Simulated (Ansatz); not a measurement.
Input

```
crystal:
  periodic: [false, false, false]
  atoms:
    - {symbol: C, position_ang: [1.314609, -0.153327, 0.645839]}
    - {symbol: C, position_ang: [-1.810890, -0.151939, -0.736640]}
    - {symbol: Ga, position_ang: [0.051690, -0.839300, -0.724068]}
    - {symbol: S, position_ang: [-0.520076, -3.158450, 0.559911]}
    - {symbol: H, position_ang: [0.821056, 0.022799, 1.615434]}
    - {symbol: H, position_ang: [2.171328, -0.827462, 0.803446]}
    - {symbol: H, position_ang: [1.727203, 0.814339, 0.313675]}
    - {symbol: H, position_ang: [0.629720, -1.516945, -2.030371]}
    - {symbol: H, position_ang: [-2.505220, -0.826962, -1.261482]}
    - {symbol: H, position_ang: [-1.842538, 0.814275, -1.267997]}
    - {symbol: H, position_ang: [-2.194579, 0.027366, 0.280911]}
    - {symbol: H, position_ang: [0.064905, -2.817259, 1.728872]}
    - {symbol: H, position_ang: [-1.744235, -2.778760, 0.986895]}
basis:
  gaussian: {orbitals: def2-TZVPD}
hamiltonian: {xc: {name: PBE0}}
output: {forces: true, orbitals: {seedname: orbitals}}
```

Run with:

```sh
ansatz run input.yaml --threads 2 --pin off --max-ram 5220MiB --events-out events.jsonl --progress --plain --runs-dir runs
```

Geometry: PBE0-D4/def2-SVP.

Theory: isolated molecule in a Gaussian basis; Kohn-Sham density functional theory, functional PBE0 (Ansatz).

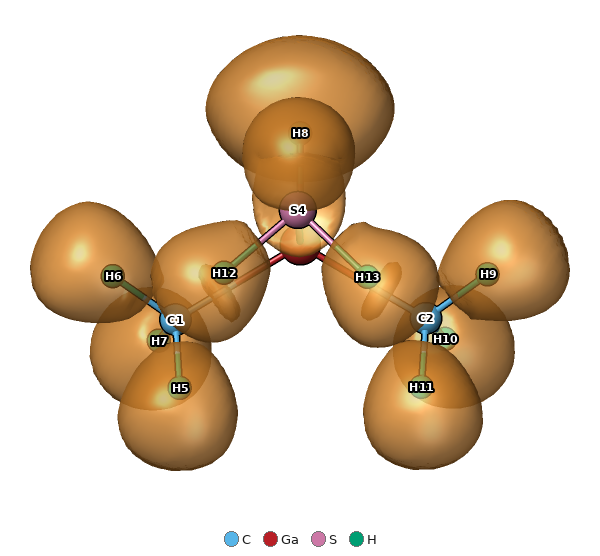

C2H9GaS (SMILES [CH3][GaH-]([CH3])[SH2+]). Isosurface of the electron localisation function at 0.85 (orange), seen from one side. Only the valence region is drawn (cores and ρ < 0.01 e/Å³ removed).

What do the ELF domains correspond to?

Answer. The surface consists of nine regions around hydrogen nuclei, two lobes of the valence shell of C pointing towards Ga (polar bonds) and one region wrapped around S (its valence shell). Profiles from the grid: C–Ga (1.99 Å): the ELF peaks at about 0.90 in the valence shell of C, 0.7 Å from its nucleus, and is about 0.55 at the midpoint. Ga–S (2.71 Å): the ELF peaks at about 0.95 in the valence shell of S, 0.9 Å from its nucleus, and is about 0.55 at the midpoint.
